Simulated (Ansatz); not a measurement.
# CH4ClMoNO2 (SMILES C[N]=[Mo](=[O])([OH])[Cl]): what the fields show

The calculation's input:

```
crystal:
  periodic: [false, false, false]
  atoms:
    - symbol: C
      position_ang: [1.665255, 0.556182, -0.273095]
    - symbol: Cl
      position_ang: [-2.553209, 0.599410, -1.622709]
    - symbol: Mo
      position_ang: [-1.177018, -0.512792, -0.163639]
    - symbol: "N"
      position_ang: [0.275138, 0.392943, -0.051828]
    - symbol: O
      position_ang: [-0.756864, -2.009664, -0.779553]
    - symbol: O
      position_ang: [-1.908310, -0.684318, 1.549872]
    - symbol: H
      position_ang: [2.127611, -0.368185, -0.663355]
    - symbol: H
      position_ang: [2.170290, 0.838602, 0.665964]
    - symbol: H
      position_ang: [1.833739, 1.369262, -0.999489]
    - symbol: H
      position_ang: [-1.593431, -0.232637, 2.340732]
basis:
  gaussian: {orbitals: def2-SVPD}
output: {forces: true, orbitals: {seedname: orbitals}}
hamiltonian: {xc: {name: PBE0}}
```

Run with:

```sh
ansatz run input.yaml --threads 2 --pin off --max-ram 5220MiB --events-out events.jsonl --progress --plain --runs-dir runs
```

Geometry: PBE0-D4/def2-SVP; core potentials replace the inner electrons of Mo.

Computed with Ansatz, isolated molecule in a Gaussian basis; Kohn-Sham density functional theory, functional PBE0.

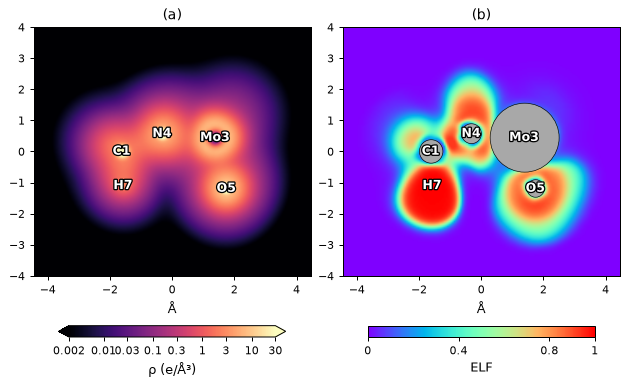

Figure 1. (a) electron density; (b) electron localisation function on the plane of atoms N4, Mo3 and O5. Grey discs cover the atomic cores in the ELF map.

Question: Describe what can be read from this map.

Answer: The section cuts through C, Mo, N, O and H sites.
C–N (1.42 Å): the density is about 2 e/Å³ at the midpoint; the ELF peaks at about 0.95 between the atoms (a covalent bond).
Mo–O (1.67 Å): ρ is about 2 e/Å³ halfway; the ELF peaks at about 0.80 in the valence shell of O, 0.5 Å from its nucleus, and drops to about 0.40 between the two atoms.
Mo–N (1.72 Å): ρ is about 1.8 e/Å³ halfway; the ELF peaks at about 0.75 in the valence shell of N, 0.5 Å from its nucleus, and drops to about 0.35 between the two atoms.
C–H (1.10 Å): ρ at the midpoint is about 1.9 e/Å³; the ELF climbs to about 1 towards the hydrogen, as it does in any bond to H; an ordinary covalent bond to hydrogen.

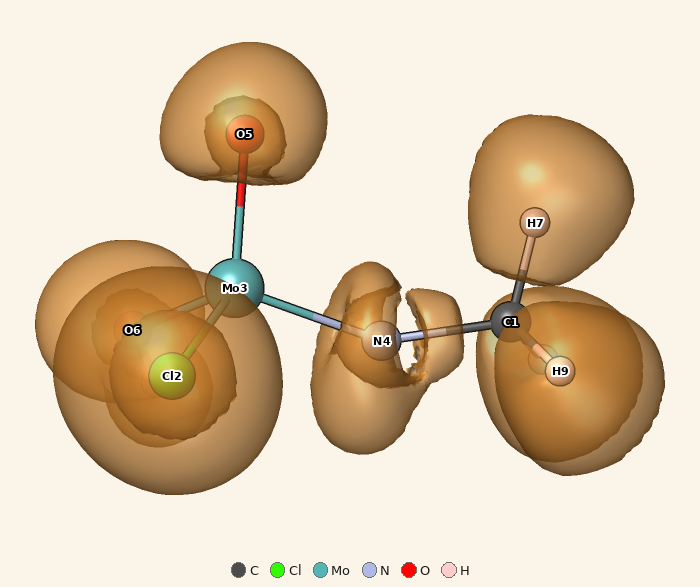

Figure 2. Isosurface of the ELF at 0.75 (orange), seen from one side. Core shells and regions of very low density are left out.

Question: Where are the electrons localised?

Answer: At this value the surface marks out three regions around hydrogen nuclei, one region on N in which the atom's valence shell and bonds are merged, one region wrapped around Cl (its valence shell), one region wrapped around O (its valence shell) and one joined region spread over several atoms (H, O), in which their bonds and any lone pairs are merged.

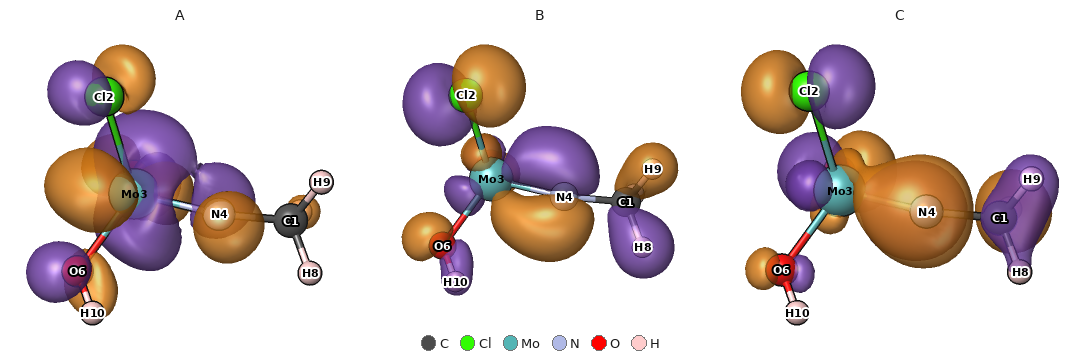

Figure 3. Three frontier orbitals at ±0.1 Å⁻³ᐟ² (orange and purple are the two phases), in no order.

Question: Which picture is the HOMO−1, the HOMO and the LUMO?

Answer: B is the HOMO−1 (−8.62 eV). Its weight (Hirshfeld) is mainly on N4 (about 35 %), Cl2 (about 25 %), Mo3 (about 20 %) and C1 (about 10 %). C is the HOMO (−8.10 eV). Its weight (Hirshfeld) is mainly on N4 (about 40 %), O5 (about 15 %), Mo3 (about 15 %), Cl2 (about 10 %) and C1 (about 10 %). A is the LUMO (−2.27 eV). Its weight (Hirshfeld) is mainly on Mo3 (about 55 %), N4 (about 10 %), Cl2 (about 10 %), O6 (about 10 %) and O5 (about 10 %).

Question: What is the HOMO–LUMO gap?

Answer: 5.83 eV between the orbital energies.
